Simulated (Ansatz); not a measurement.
# Quasiparticle gap of SiBPC (zincblende [110] superlattice), part 2 of 2

How far does one-shot GW move the PBEsol gap of SiBPC (zincblende [110] superlattice)?

Ansatz 0.2.0; PBEsol, then G0W0 on it, plane waves, PAW. Known limits of the many-body steps: finite bands, screening cutoff and k mesh; no spin-orbit coupling in G0W0; screening cutoff under 40 eV in some runs.

So far. Step 2 (Bands along the symmetry lines): Over mesh and path the gap is 0.452 eV, from k = (0.000, 0.000, 0.500) to k = (-0.500, 0.000, 0.500). The least direct gap found is 0.627 eV, at k = Γ. The program's warnings for this run: structure snapped to symmetry.

In doubt: masses and optical values from hybrid runs of this build are listed as unsure (in some of the runs), which bears on the screening that GW takes from such a start.

### Step 3. G0W0 on the 4×4×2 mesh

G0W0 replaces the xc potential by a self-energy built once from the orbitals of the start. Levels are corrected in the window of bands that the input names, at points of the mesh.

This step: G0W0 on PBEsol, plane waves, PAW; PAW set soft_1.

The input, input.yaml:

```yaml
crystal:
  lattice:
    - [3.1428477341, 0.0, 0.0]
    - [0.0, 4.46291058, -4.0025e-06]
    - [0.0, -8.494e-06, 9.4718150791]
  atoms:
    - { symbol: B, position: [0.0, -0.036036101, 0.0750007368] }
    - { symbol: P, position: [0.5, 0.2195155889, 0.0919024307] }
    - { symbol: B, position: [0.5, 0.4687442765, 0.2567424291] }
    - { symbol: P, position: [0.0, 0.7230823171, 0.256741677] }
    - { symbol: B, position: [0.0, -0.0360365633, 0.438482964] }
    - { symbol: P, position: [0.5, 0.219513831, 0.4215810337] }
    - { symbol: Si, position: [0.5, 0.5394212677, 0.6017167028] }
    - { symbol: C, position: [0.0, 0.7775747446, 0.5918701205] }
    - { symbol: Si, position: [0.0, 0.031013596, 0.7567420143] }
    - { symbol: C, position: [0.5, 0.2762113356, 0.7567415249] }
    - { symbol: Si, position: [0.5, 0.5394206929, 0.9117669664] }
    - { symbol: C, position: [0.0, 0.777575014, 0.9216135296] }
kpoints:
  mp_grid: { grid: [4, 4, 2] }
hamiltonian:
  xc: pbesol
  pseudopotentials: { kind: paw, azcp: { folder: soft_1 }, xc_functional: pbe }
scf:
  occupations: { method: fixed }
gw:
  n_empty_bands: 257
  ecut_chi: 90.0
  qp_bands: [v4, c4]
  qp_kpoints: band_edges
  screening: { model: contour_deformation }
```

Run with:

```
$ ansatz run input.yaml --threads 4 --pin off --max-ram 17510MiB --backend cpu --events-out ev --progress --plain --runs-dir out
```

Numbers of over 12 decimals in the logs are rounded to 6 here.

The program printed:

```text
[...]
Crystal: 12 atoms, lattice volume = 132.854 Å³
Basis set: ecut = 420 eV, 2615 PW (Γ)
Bands: 36, of which v1, the nominal top of the filled ones, is band 24 counted from 1 (23 counted from 0)
Symmetry: 4 space group operations
[...]
k-points: 18 of 32 (time reversal used)
[...]
SCF iter   1: F=—  HF=-5291.358912 eV  |F-HF|=—  |Δ(HF+E_count)|=         —  Δρ=1.04e-1  dr2=1.80e1  ethr=3.10e-3  ⟨swp⟩=5.6  Hψ=2832  notcnv=0  defer=166
[...]
SCF iter   8: F=-5285.606718 eV  HF=-5285.606718 eV  |F-HF|=1.82e-9  |Δ(HF+E_count)|=   7.61e-8  Δρ=2.85e-6  dr2=1.10e-8  ethr=2.08e-10  ⟨swp⟩=14.9  Hψ=3961  notcnv=0
SCF 1 converged in 8 iterations: F = -5285.606718 eV  dr2 = 1.10e-8
[...]
NSCF: frozen V_eff on 18 k-points
G₀W₀ screening: q 1/18
[... further progress lines ...]
SCF converged after 8 iterations
Free energy (F): -5285.606718 eV
[...]
Internal energy: -5285.606718 eV  (E = F + TS)
E sigma→0 (E₀):  -5285.606718 eV
Fermi energy:    9.821593 eV
[...]
--- Band table (eV; the first three rows and the last of 18) ---
  k-point 0: bands = [... 20 lower, 8.9804, 9.4970, 9.5612, 9.7761, 10.3942, 11.5993, 12.5229, 12.6538, ... 8 higher]
  k-point 1: bands = [... 20 lower, 8.4343, 9.0291, 9.0959, 9.8216, 11.0329, 11.6343, 12.8617, 13.4577, ... 8 higher]
  k-point 2: bands = [... 20 lower, 8.5130, 8.7516, 8.9053, 8.9914, 10.8577, 12.1584, 12.9239, 13.0541, ... 8 higher]
  k-point 17: bands = [... 20 lower, 7.1303, 7.3827, 7.4207, 7.7102, 13.2041, 13.3913, 13.8138, 14.1154, ... 8 higher]
--- G₀W₀: contour deformation, 7 samples at zero and on the imaginary axis and 1 off it, 32 q-points, 257 empty bands' worth ---
  eigenvalues of the whole cell's RPA ε∞ on this k-mesh (on a slab, of 1 + 4πα/V) = 8.4550, 8.8930, 10.1129; static W/v taken at q = 0 is 0.106940
  gw.qp_kpoints: band_edges: 8 of 18 stored k-points solved, in 1 pass; an edge of the gap read off the rows below is read off those points alone
    valence top: of the k-points left out ik 2 came nearest to being solved in a further pass, in band 24 (counted from 1, as in the quasiparticle table): it holds the edge there only if its correction is more favourable than any solved in that band by at least 0.830 eV; those differ by 0.180 eV
    conduction bottom: of the k-points left out ik 2 came nearest to being solved in a further pass, in band 25 (counted from 1, as in the quasiparticle table): it holds the edge there only if its correction is more favourable than any solved in that band by at least 0.592 eV; those differ by 0.144 eV
    ik  band        ε_KS         Σx   Σc(E_QP)       V_xc       Z   E_QP_lin       E_QP  E_QP is
     0    21      8.9804   -17.5964     2.0237   -15.2717  0.7849     8.6788     8.6795  root
     0    22      9.4970   -17.2045     1.6369   -15.3141  0.7903     9.2430     9.2434  root
     0    23      9.5612   -17.1284     1.6089   -15.2857  0.7901     9.3271     9.3274  root
     0    24      9.7761   -17.0110     1.6337   -15.1193  0.7896     9.5176     9.5181  root
     0    25     10.3942    -7.1338    -4.0468   -11.6165  0.8079    10.8315    10.8301  root
     0    26     11.5993    -7.2822    -4.2839   -12.0383  0.8034    12.0732    12.0715  root
     0    27     12.5229    -7.1466    -4.5252   -12.1984  0.8010    13.0523    13.0494  root
     0    28     12.6538    -7.2492    -4.5153   -12.3235  0.8030    13.2160    13.2128  root
     1    21      8.4343   -17.1349     1.8209   -14.9966  0.7848     8.1162     8.1170  root
     1    22      9.0291   -17.6891     2.0636   -15.3471  0.7854     8.7501     8.7507  root
     1    23      9.0959   -16.6756     1.5471   -14.8241  0.7897     8.7908     8.7915  root
     1    24      9.8216   -17.0460     1.6170   -15.1735  0.7897     9.5657     9.5661  root
     1    25     11.0329    -7.2121    -4.2347   -11.9259  0.8055    11.5139    11.5120  root
     1    26     11.6343    -7.2136    -4.3198   -12.0104  0.8038    12.1132    12.1113  root
     1    27     12.8617    -7.4264    -4.5192   -12.4996  0.7929    13.4190    13.4157  root
     1    28     13.4577    -7.5951    -4.6113   -12.7825  0.7926    14.0379    14.0339  root
     3    21      8.6351   -17.4458     2.0925   -15.0203  0.7835     8.3011     8.3020  root
     3    22      8.8748   -17.2658     1.8228   -15.1631  0.7871     8.5945     8.5950  root
     3    23      9.0211   -16.9944     1.8248   -14.8683  0.7861     8.7191     8.7198  root
     3    24      9.0582   -17.1086     1.7055   -15.1307  0.7878     8.7852     8.7857  root
     3    25     11.5803    -7.1749    -4.3689   -12.0490  0.8035    12.0878    12.0855  root
     3    26     11.9633    -7.4551    -4.3484   -12.3084  0.8011    12.4707    12.4683  root
     3    27     13.2778    -7.5317    -4.6616   -12.7837  0.7900    13.8726    13.8682  root
     3    28     13.5749    -8.5349    -4.6491   -13.8224  0.7898    14.2172    14.2132  root
     5    21      7.9300   -17.0163     2.0383   -14.6210  0.7812     7.5718     7.5730  root
     5    22      8.0526   -16.9724     1.9650   -14.6623  0.7825     7.7064     7.7074  root
     5    23      8.2565   -17.6067     2.2467   -15.0083  0.7809     7.9036     7.9048  root
     5    24      8.4204   -17.3888     2.1340   -14.8913  0.7819     8.0557     8.0569  root
     5    25     12.7009    -8.0156    -4.4217   -13.0039  0.7939    13.2708    13.2675  root
     5    26     12.7972    -7.6128    -4.6035   -12.7847  0.7948    13.3693    13.3656  root
     5    27     13.0124    -7.9461    -4.5524   -13.0675  0.7927    13.5851    13.5815  root
     5    28     13.3097    -7.8229    -4.6940   -13.1055  0.7951    13.9025    13.8983  root
     6    21      6.7332   -17.4679     2.5750   -14.4888  0.7717     6.3271     6.3291  root
     6    22      6.7783   -17.4811     2.5072   -14.5713  0.7691     6.3738     6.3757  root
     6    23      7.6837   -16.8245     2.0574   -14.4170  0.7807     7.3324     7.3335  root
     6    24      9.2214   -17.3136     1.7469   -15.2872  0.7888     8.9412     8.9419  root
     6    25     11.4673    -7.7894    -4.1164   -12.3959  0.8028    11.9594    11.9574  root
     6    26     11.6993    -7.6994    -4.1186   -12.3133  0.8027    12.1967    12.1947  root
     6    27     11.8225    -7.4461    -4.2153   -12.1557  0.8044    12.3188    12.3168  root
     6    28     13.0898    -7.1140    -4.5575   -12.2202  0.7950    13.6419    13.6385  root
[...]
13    25     10.2653    -7.5298    -3.9202   -11.8770  0.8086    10.6937    10.6924  root
    13    26     10.6246    -7.0699    -3.9849   -11.4726  0.8098    11.0435    11.0422  root
    13    27     11.3735    -7.7029    -4.1036   -12.2742  0.8052    11.8430    11.8412  root
    13    28     11.4098    -7.3669    -4.1004   -11.9148  0.8043    11.8589    11.8573  root
    16    21      7.5601   -17.5918     2.3628   -14.8948  0.7787     7.2249     7.2260  root
    16    22      7.8048   -17.7009     2.2447   -15.1069  0.7811     7.4545     7.4556  root
    16    23      8.1505   -17.4984     2.1757   -15.0021  0.7817     7.8291     7.8300  root
    16    24      8.3152   -17.5248     2.0857   -15.0755  0.7835     7.9505     7.9516  root
    16    25     12.9388    -8.8118    -4.4595   -13.8423  0.7925    13.5133    13.5099  root
    16    26     13.0800    -7.6832    -4.5183   -12.7763  0.7933    13.6586    13.6547  root
    16    27     13.7078    -7.3600    -4.6876   -12.6652  0.7874    14.3312    14.3254  root
    16    28     14.1747    -8.6609    -4.7344   -14.0308  0.7920    14.8143    14.8103  root
```

It took 2.4 min on 4 threads of Arm Neoverse V1, shared host; peak memory 1.5 GiB; 9.5 min of CPU time.

Numbers from this step:

| Quantity | Value |
| --- | --- |
| bands summed | 281 |
| RPA ε∞ on this mesh (eigenvalues) | 8.455, 8.893, 10.11 |
| plane waves in the screening matrix | 269 |
| q-points in the mesh | 32 |
| G0W0 gap over the corrected points | 1.126 eV |
| k of the valence top | 0, 0, -0.5 |
| k of the conduction bottom | -0.5, 0, -0.5 |
| starting gap on the mesh | 0.4437 eV |
| Z at the valence top | 0.7897 |
| Z at the conduction bottom | 0.8086 |
| least direct G0W0 gap over the corrected points | 1.312 eV |

Over 8 of 18 irreducible mesh points the G0W0 gap is 1.126 eV, from k = (0.000, 0.000, -0.500) to k = (-0.500, 0.000, -0.500). The PBEsol gap of this run on the mesh is 0.444 eV. The two states that bound the G0W0 gap lie that far apart at the start, so the correction of the gap is 1.126 − 0.444 = +0.682 eV. The start of this run differs from the step before in mesh (8×6×4 and 4×4×2). The program's warnings for this run: structure snapped to symmetry.

Labels follow the order of the start: v1 is the top filled band, c1 the lowest empty one; levels that stay degenerate share a row, the window can cut a multiplet, doubted levels are not marked in this list, bands outside the window were not corrected, and the list may be a part of the corrected levels. Levels before and after the correction, in eV, zero at the valence-band top of each column:

```csv
,conduction bottom,valence top
Kohn-Sham,0.44,0.00
G0W0,1.13,0.00
```

```csv
,level,occupation,energy (eV)
Kohn-Sham,(0 0 -0.5) v3,2,-0.793
Kohn-Sham,(0 0 -0.5) v2,2,-0.726
Kohn-Sham,(0 0 -0.5) v1,2,0.000
Kohn-Sham,(0 0 -0.5) c1,0,1.211
Kohn-Sham,(0 0 -0.5) c2,0,1.813
Kohn-Sham,(0 0 -0.5) c3,0,3.040
Kohn-Sham,(-0.5 0 -0.5) v3,2,-3.362
Kohn-Sham,(-0.5 0 -0.5) v2,2,-3.174
Kohn-Sham,(-0.5 0 -0.5) v1,2,-3.146
Kohn-Sham,(-0.5 0 -0.5) c1,0,0.444
Kohn-Sham,(-0.5 0 -0.5) c2,0,0.803
Kohn-Sham,(-0.5 0 -0.5) c3,0,1.552
G0W0,(0 0 -0.5) v3,2,-0.815
G0W0,(0 0 -0.5) v2,2,-0.775
G0W0,(0 0 -0.5) v1,2,0.000
G0W0,(0 0 -0.5) c1,0,1.946
G0W0,(0 0 -0.5) c2,0,2.545
G0W0,(0 0 -0.5) c3,0,3.850
G0W0,(-0.5 0 -0.5) v3,2,-3.529
G0W0,(-0.5 0 -0.5) v2,2,-3.336
G0W0,(-0.5 0 -0.5) v1,2,-3.326
G0W0,(-0.5 0 -0.5) c1,0,1.126
G0W0,(-0.5 0 -0.5) c2,0,1.476
G0W0,(-0.5 0 -0.5) c3,0,2.275
```

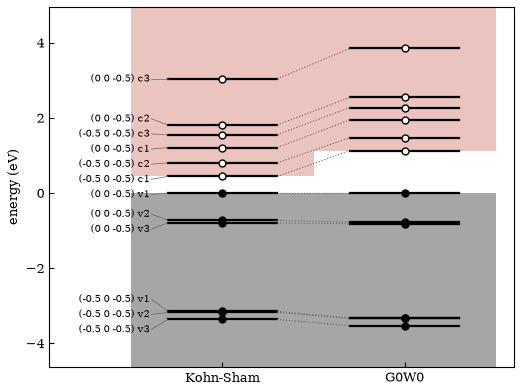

Levels before and after the correction. Shaded: valence and conduction bands. Filled marks are occupied levels, open marks empty ones.

The parts of the quasiparticle energy for the two states that bound the G0W0 gap, in eV on the run's own scale (QP = start + Σx + Σc − Vxc, with Σc at the quasiparticle energy):

```csv
edge,k,band,start,Σx,Σc,Vxc,Z,QP
valence top,"(0.000, 0.000, -0.500)",24,9.822,−17.046,1.617,−15.174,0.790,9.566
conduction bottom,"(-0.500, 0.000, -0.500)",25,10.265,−7.530,−3.920,−11.877,0.809,10.692
```

### Step 4. The runs together

Each gap is the least one over the points named; times are wall times on shared hosts, not benchmarks. A G0W0 time includes the run's own self-consistent start. Rows marked * are further runs, not shown as steps, whose inputs differ from the G0W0 step on the same start in the columns given; solver thresholds can differ too. Symmetry makes (0.000, 0.000, 0.500) and (0.000, 0.000, -0.500) one point. Symmetry makes (-0.500, 0.000, 0.500) and (-0.500, 0.000, -0.500) one point.

```csv
level,mesh,"files, cutoff","bands summed, screening",points,gap (eV),valence top,conduction bottom,least direct gap (eV),time
PBEsol,8×6×4,"soft_1 PAW, 420 eV",-,mesh and path,0.452,"(0.000, 0.000, 0.500)","(-0.500, 0.000, 0.500)",0.627,16 s
G0W0@PBEsol*,4×4×2,"soft_1 PAW, 420 eV","89, 36 eV",8 of 18 irreducible mesh points,0.860,"(0.000, 0.000, -0.500)","(-0.500, 0.000, -0.500)",1.035,32 s
G0W0@PBEsol,4×4×2,"soft_1 PAW, 420 eV","281, 90 eV",8 of 18 irreducible mesh points,1.126,"(0.000, 0.000, -0.500)","(-0.500, 0.000, -0.500)",1.312,2.4 min
```

### Step 5. Summary of results

* PBEsol gap over mesh and path: 0.452 eV, from k = (0.000, 0.000, 0.500) to k = (-0.500, 0.000, 0.500)
* G0W0@PBEsol gap over 8 of 18 irreducible mesh points: 1.126 eV, from k = (0.000, 0.000, -0.500) to k = (-0.500, 0.000, -0.500)
* GW settings: 4×4×2 mesh, 257 empty bands, screening to 90 eV, PAW set soft_1 files
* known limits: finite bands, screening cutoff and k mesh; no spin-orbit coupling in G0W0; screening cutoff under 40 eV in some runs

**Reading.** Over 8 of 18 irreducible mesh points the G0W0 gap is 1.126 eV, from k = (0.000, 0.000, -0.500) to k = (-0.500, 0.000, -0.500). The PBEsol gap of this run on the mesh is 0.444 eV. The two states that bound the G0W0 gap lie that far apart at the start, so the correction of the gap is 1.126 − 0.444 = +0.682 eV. The valence state moves by 9.566 − 9.822 = −0.256 eV and the conduction state by 10.692 − 10.265 = +0.427 eV, on the run's own scale; with 89 bands the edge states move by +0.524 and +0.940 eV, so the split between the edges depends on the bands and cutoff. Both edges that PBEsol shows over mesh and path lie at k points where levels were corrected. Levels at other points were not corrected, so a lower G0W0 gap elsewhere in the zone is not ruled out. From 89 bands and 36 eV to 281 bands and 90 eV the gap moves by 1.126 − 0.860 = +0.266 eV; bands and screening cutoff rise together, so their parts are not told apart. Two runs can't test a law of convergence, so the limit is not known. G0W0 on other starts in this series, not shown as steps and not all at these settings: 1.275 eV on HSE06 (4×4×2, soft_1 PAW, 143 bands, 54 eV). For the G0W0 step: the program's warnings for this run: structure snapped to symmetry. For the further run with 89 bands on the 4×4×2 mesh, the program warns: structure snapped to symmetry. The G0W0 runs are scalar-relativistic. No pair of G0W0 runs that differ in the mesh alone is shown (4×4×2 is a supercell whose nearest images lie 13 Å apart), so the error from the mesh is not known here. G0W0 is shown with one set of atomic data (soft_1 PAW), so the error from the files is not known here. A screening cutoff under 40 eV is crude: G0W0@PBEsol with 89 bands at 36 eV.

[Paths, hosts, dates, memory and timing lines, banners, echoed tables and standing remarks are left out of the program output.]

[Logs are printed without paths, hosts, clocks, repeated set-up lines and the standing remarks that a program may print on its own settings, such as how far it seeks lower states.]

[Runs of the session that timed out or met a known fault of the program may be left out.]

[Cells called generated may have been cut or substituted from an entry of the Crystallography Open Database or the Materials Project.]

[Hosts, paths, dates, database ids (printed as entryN), source tags and the programs' standing remarks are cut or masked in the printed files.]

[Where an RPA ε∞ is given, it is that of the G0W0 mesh and is not shown converged in it. Names of k-points follow the symmetry that the program found, which can be lower than the space group named. Band edges on a path are those of the sampled points; other points can move an edge, and change direct to indirect where valleys lie close.]

[Hybrid gaps are those of their k-mesh and are not shown converged in it.]
